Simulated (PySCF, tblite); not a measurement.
**C₅HFNS radical: geometry, infrared bands and EPR parameters**

Wanted: the infrared bands and EPR parameters of C₅HFNS radical (`N#Cc1sc[c]c1F`), by calculation.

Computed with tblite 0.8.0 and PySCF 2.14.0, with density-fitted response routines of our own, on a single molecule in the gas phase. Atoms count from 0, in the outputs and in this text.

## 1. The molecule as given

9 atoms, charge 0, multiplicity 2; geometry from: force field or distance geometry start.

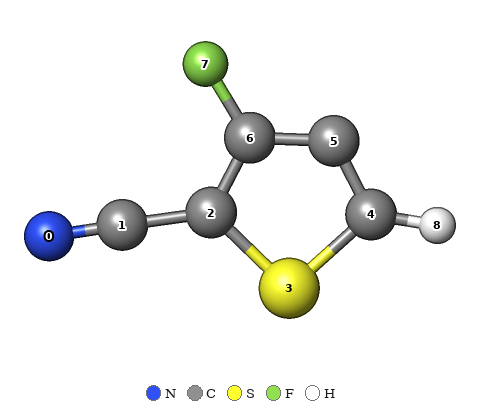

The starting geometry (nitrogen blue, carbon grey, sulfur yellow, fluorine green, hydrogen white), atoms numbered.

## 2. Geometry optimisation with GFN2-xTB

What the job is given:

```
{"job": {"kind": "relax", "xc": "GFN2-xTB", "basis": "xTB"}, "charge": 0, "multiplicity": 2}
N      3.254000    -0.746900    -0.195800
C      2.080500    -0.534300    -0.154600
C      0.654900    -0.305000    -0.098200
S     -0.628400    -1.381100    -0.614500
C     -1.920800    -0.242700    -0.168700
C     -1.292200     0.837100     0.297100
C      0.057200     0.837200     0.346800
F      0.798500     1.906400     0.830100
H     -2.990000    -0.364700    -0.267300
```

Command:

```console
$ OMP_NUM_THREADS=1 python probes_run.py task.json out
```

One launch serves the whole session: the jobs run in the order shown.

What it wrote:

```text
step      E/eV     max force
  0    -596.74157    5.300
  1    -596.51559   13.990
  2    -596.96880    2.611
  3    -597.02465    1.330
  4    -597.05996    0.621
  5    -597.09561    1.031
  6    -597.12368    0.776
  7    -597.13820    0.406
  8    -597.14227    0.143
  9    -597.14486    0.195
 10    -597.14721    0.227
 11    -597.14940    0.161
 12    -597.15096    0.132
 13    -597.15181    0.097
 14    -597.15230    0.101
 15    -597.15289    0.094
 16    -597.15388    0.145
 17    -597.15535    0.235
 18    -597.15683    0.226
 19    -597.15777    0.092
 20    -597.15807    0.042
 21    -597.15820    0.048
 22    -597.15828    0.035
 23    -597.15830    0.014
 24    -597.15830    0.003
```

Run time: 0.12 s. Hardware: 1 thread of Arm Neoverse V1, shared host.

Step by step: (the energy doesn't fall at every step)

| step | energy from step 0 (eV) | largest force (eV/Å) |
| --- | --- | --- |
| 0 | 0.0000 | 5.3002 |
| 1 | 0.2260 | 13.9895 |
| 2 | -0.2272 | 2.6106 |
| 3 | -0.2831 | 1.3295 |
| 4 | -0.3184 | 0.6212 |
| 5 | -0.3540 | 1.0305 |
| 6 | -0.3821 | 0.7756 |
| 7 | -0.3966 | 0.4058 |
| 8 | -0.4007 | 0.1432 |
| 9 | -0.4033 | 0.1953 |
| 10 | -0.4056 | 0.2265 |
| 11 | -0.4078 | 0.1612 |
| 12 | -0.4094 | 0.1321 |
| 13 | -0.4102 | 0.0971 |
| 14 | -0.4107 | 0.1010 |
| 15 | -0.4113 | 0.0938 |
| 16 | -0.4123 | 0.1445 |
| 17 | -0.4138 | 0.2354 |
| 18 | -0.4153 | 0.2263 |
| 19 | -0.4162 | 0.0916 |
| 20 | -0.4165 | 0.0419 |
| 21 | -0.4166 | 0.0479 |
| 22 | -0.4167 | 0.0355 |
| 23 | -0.4167 | 0.0141 |
| 24 | -0.4167 | 0.0030 |

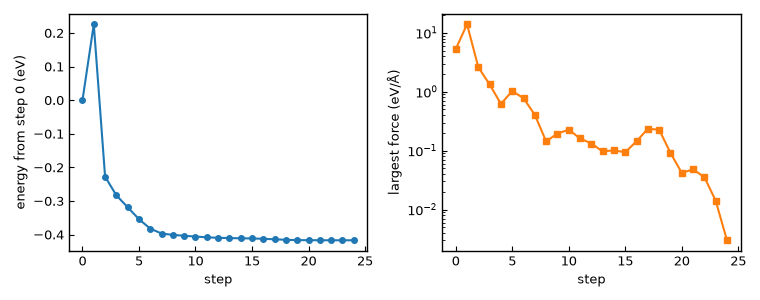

Energy and largest force along the relaxation.

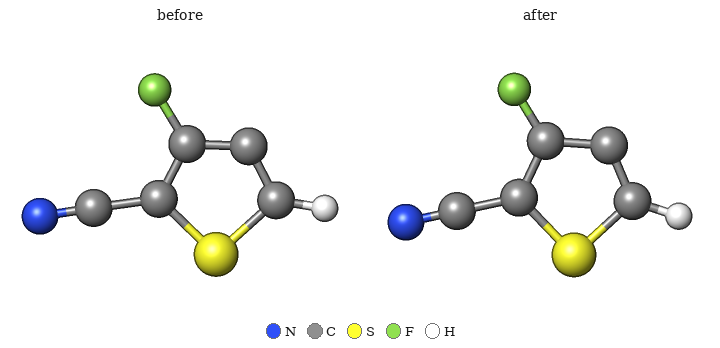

The geometry before (left) and after (right).

Distances of close pairs at the start and the end, largest changes first:

| bond | before (Å) | after (Å) | change (Å) |
| --- | --- | --- | --- |
| C6–F7 | 1.388 | 1.326 | -0.061 |
| C1–C2 | 1.445 | 1.396 | -0.049 |
| N0–C1 | 1.193 | 1.147 | -0.046 |
| C5–C6 | 1.350 | 1.395 | +0.044 |
| S3–C4 | 1.779 | 1.751 | -0.029 |
| C2–C6 | 1.364 | 1.383 | +0.019 |
| C4–H8 | 1.081 | 1.069 | -0.011 |
| C2–S3 | 1.753 | 1.744 | -0.009 |

The next job starts from the end point, and lists it.

## 3. Infrared spectrum with GFN2-xTB

What the job is given:

```
{"job": {"kind": "ir", "xc": "GFN2-xTB", "basis": "xTB"}, "charge": 0, "multiplicity": 2}
N      3.112131    -0.833766    -0.238916
C      1.998736    -0.567313    -0.168060
C      0.642566    -0.248124    -0.084018
S     -0.590568    -1.367362    -0.600471
C     -1.849343    -0.230202    -0.168372
C     -1.308432     0.881946     0.320287
C      0.083758     0.925208     0.389265
F      0.797331     1.946085     0.845343
H     -2.872616    -0.500479    -0.320237
```

What it wrote:

```text
mode    cm-1     km/mol
  1     122.4      3.99
  2     126.6      1.33
  3     245.6      6.03
  4     332.9      1.72
  5     371.4      0.44
  6     440.1      7.43
  7     484.3      0.58
  8     500.6      1.72
  9     557.2     12.17
 10     611.1      9.40
 11     681.4      0.32
 12     731.1     16.74
 13     735.8     11.41
 14     955.7     67.50
 15    1060.1      8.63
 16    1173.7     27.32
 17    1362.3     91.91
 18    1446.7     31.67
 19    1553.1    129.62
 20    2355.0    187.22
 21    3189.6      4.74
```

It took 0.22 s on 1 thread of Arm Neoverse V1, shared host.

Which atoms move in the most intense modes:

| cm⁻¹ | km/mol | atoms |
| --- | --- | --- |
| 557 | 12.2 | C6 43 %, C2 30 %, C5 11 % |
| 731 | 16.7 | H8 81 %, C4 16 % |
| 956 | 67.5 | C2 44 %, F7 19 %, H8 15 %, C5 13 % |
| 1174 | 27.3 | C2 36 %, C6 20 %, C5 16 % |
| 1362 | 91.9 | C6 56 %, C2 16 %, C5 16 % |
| 1447 | 31.7 | C6 30 %, C2 29 %, C4 18 %, C5 17 % |
| 1553 | 129.6 | C5 42 %, C4 21 %, C6 21 %, C2 13 % |
| 2355 | 187.2 | C1 60 %, N0 39 % |

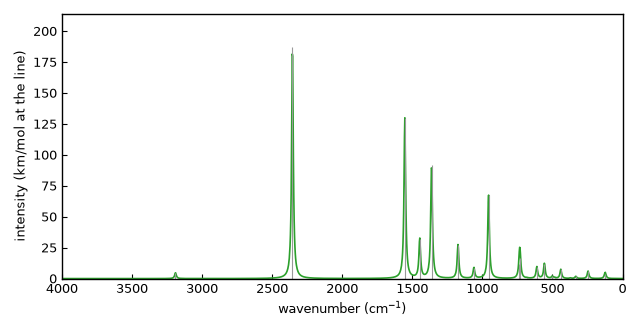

The infrared spectrum from these modes, unscaled. Lines are broadened to a width of 14 cm⁻¹ (Lorentzian).

## 4. g tensor and hyperfine couplings: B3LYP/pcH-1

Same as in step 3 but for these lines:

```diff
@@ -1,2 +1,2 @@
-{"job": {"kind": "ir", "xc": "GFN2-xTB", "basis": "xTB"}, "charge": 0, "multiplicity": 2}
+{"job": {"kind": "epr", "basis": "pcH-1"}, "charge": 0, "multiplicity": 2}
 N      3.112131    -0.833766    -0.238916
```

Method: UKS B3LYP, pcH-1 on C F H N S, non-relativistic, mean-field spin-orbit, GIAO.

What it wrote:

```text
UKS, coarse grid
  cycle   1  E = -743.71455718  |g| = 4.52e-01
  cycle   2  E = -743.42948465  |g| = 9.29e-01
  cycle   3  E = -743.78839702  |g| = 1.57e-01
  cycle   4  E = -743.79681130  |g| = 7.14e-02
  cycle   5  E = -743.79880796  |g| = 1.30e-02
  cycle   6  E = -743.79887207  |g| = 7.24e-03
  cycle   7  E = -743.79890539  |g| = 2.81e-03
  cycle   8  E = -743.79891374  |g| = 1.82e-03
  cycle   9  E = -743.79891731  |g| = 8.37e-04
UKS, final grid
  cycle   1  E = -743.79896843  |g| = 1.10e-03
  cycle   2  E = -743.79896755  |g| = 1.98e-03
  cycle   3  E = -743.79896945  |g| = 3.06e-04
  cycle   4  E = -743.79896957  |g| = 2.33e-04
  cycle   5  E = -743.79896973  |g| = 1.98e-04
  cycle   6  E = -743.79896977  |g| = 6.28e-05
  cycle   7  E = -743.79896977  |g| = 1.41e-05
E = -743.79896977 Eh   <S^2> = 0.7575 (exact 0.7500)
g shifts (ppm)      1          2          3
  rmc          -172       -172       -172
  gc             19         -8         12
  oz_so       -3193      -1677         11
  total       -3346      -1857       -149
hyperfine (MHz)  atom isotope    a_iso     a_fc   dipolar eigenvalues
    0   14N       0.40       0.39     -0.76     -0.04      0.80
    1   13C       4.57       4.57     -1.28     -1.10      2.38
    2   13C      54.92      54.94     -3.10      0.42      2.68
    3   33S       0.19       0.14    -13.34    -11.62     24.97
    4   13C      33.08      33.12    -14.37     -1.18     15.55
    5   13C     449.48     449.97    -76.86    -60.31    137.17
    6   13C      16.63      16.61    -12.27     -5.58     17.85
    7   19F      14.74      14.44    -18.71     -4.75     23.47
    8    1H      41.41      41.44     -5.42     -4.66     10.08
```

Wall time 48 s (1 thread of Arm Neoverse V1, shared host); peak memory 0.76 GiB.

Principal g values 1.99897, 2.00046, 2.00217; g(iso) = 2.00054, against 2.00232 for a free electron.

Hyperfine couplings, nucleus by nucleus at this fixed geometry (no averaging over rotations):

| nuclei | isotope | a(iso) (MHz) | a(iso) (G, at g = 2.0023) | largest dipolar term (MHz) |
| --- | --- | --- | --- | --- |
| C5 | 13C | 449.5 | 160.4 | 137.2 |
| C2 | 13C | 54.9 | 19.6 | -3.1 |
| H8 | 1H | 41.4 | 14.8 | 10.1 |
| C4 | 13C | 33.1 | 11.8 | 15.5 |
| C6 | 13C | 16.6 | 5.9 | 17.9 |
| F7 | 19F | 14.7 | 5.3 | 23.5 |
| C1 | 13C | 4.6 | 1.6 | 2.4 |
| N0 | 14N | 0.4 | 0.1 | 0.8 |
| S3 | 33S | 0.2 | 0.1 | 25.0 |

Mulliken spin populations:

| atom | value (e) |
| --- | --- |
| N0 | 0.02 |
| C1 | -0.01 |
| C2 | 0.04 |
| S3 | 0.10 |
| C4 | -0.11 |
| C5 | 0.97 |
| C6 | -0.03 |
| F7 | 0.00 |
| H8 | 0.02 |

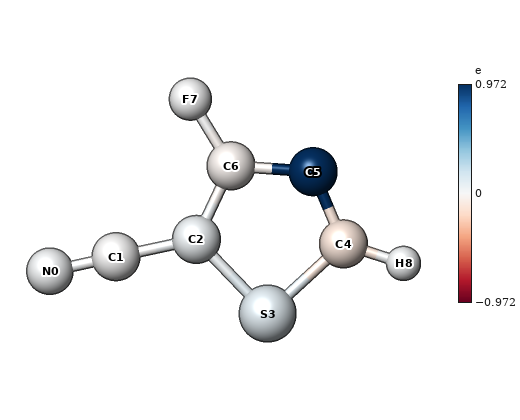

Mulliken spin populations, as colours on the atoms.

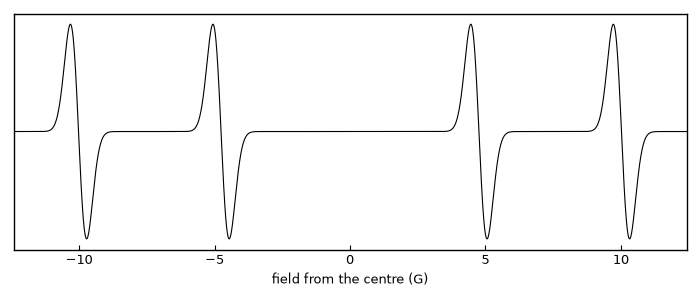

First-order isotropic spectrum (first derivative, main isotopes with spin only, couplings over 0.8 MHz, Gaussian width 0.3 G; couplings of the frozen geometry, rotation of groups not averaged beyond the rows shown).

The fields below are evaluated on a grid from the run's orbitals.

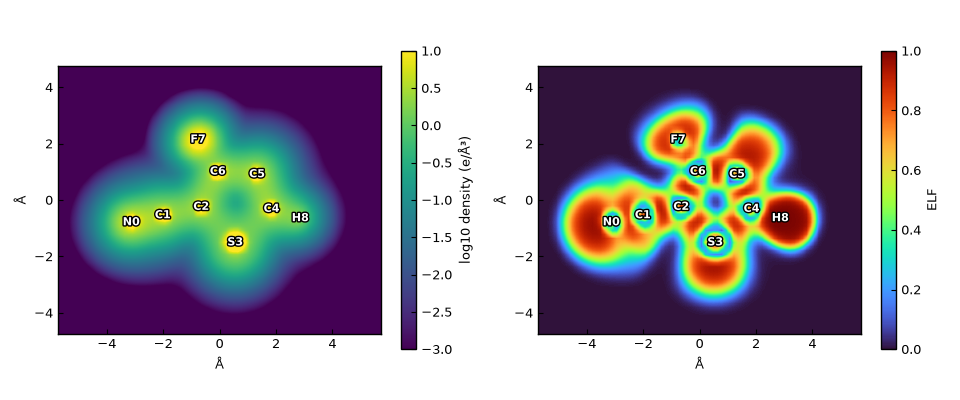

Density (left) and ELF (right) in a plane through or near 9 of the atoms.

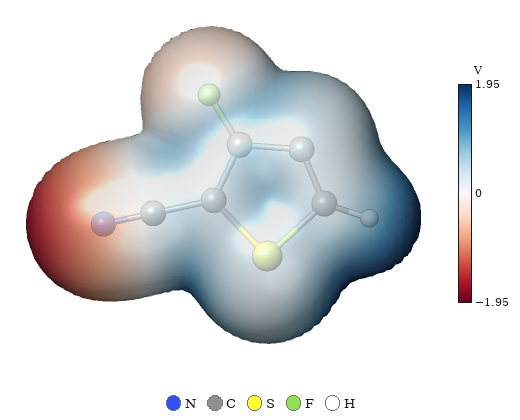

The potential that a unit positive charge feels on the 0.002 e/bohr³ surface, from -1.63 V near N0 to 1.95 V near H8.

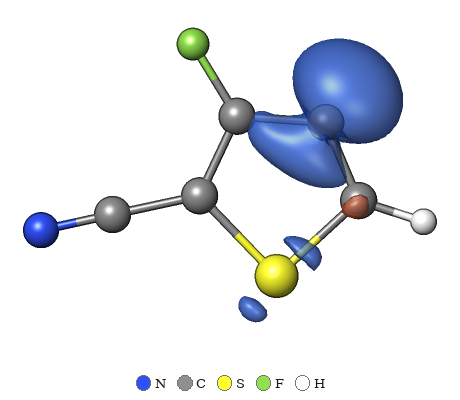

Spin density at ±0.05 e/Å³ (alpha excess blue, beta excess red).

## 5. Results

| quantity | value |
| --- | --- |
| strongest single infrared mode (GFN2-xTB) | 2355 cm⁻¹, 187 km/mol |
| zero-point energy (GFN2-xTB) | 27.2 kcal/mol |
| g(iso) (B3LYP) | 2.00054 |
| ⟨S²⟩ | 0.757 (exact 0.75) |
| largest a(iso) | 13C on C5, 449.5 MHz |
| potential on the surface of density 0.002 e/bohr³, 1st and 99th percentile | -1.63 V and 1.95 V |

What this shows: The optimisation took 24 steps and gained 0.417 eV; among the close pairs (by a distance rule), C6–F7 changed most, from 1.388 to 1.326 Å. All 21 modes are real, so the xTB geometry is a minimum. The strongest single mode, at 2355 cm⁻¹, moves mainly C1 and N0. Unscaled tight-binding wavenumbers are off by several per cent, some by more. Its intensities can rank the bands wrongly. Most of the unpaired spin sits on C5 (0.97 e). The isotropic g lies 1.8 ppt below the free-electron value. The conformer search found further structures of the same energy, which may be mirror or relabelled copies of this one.
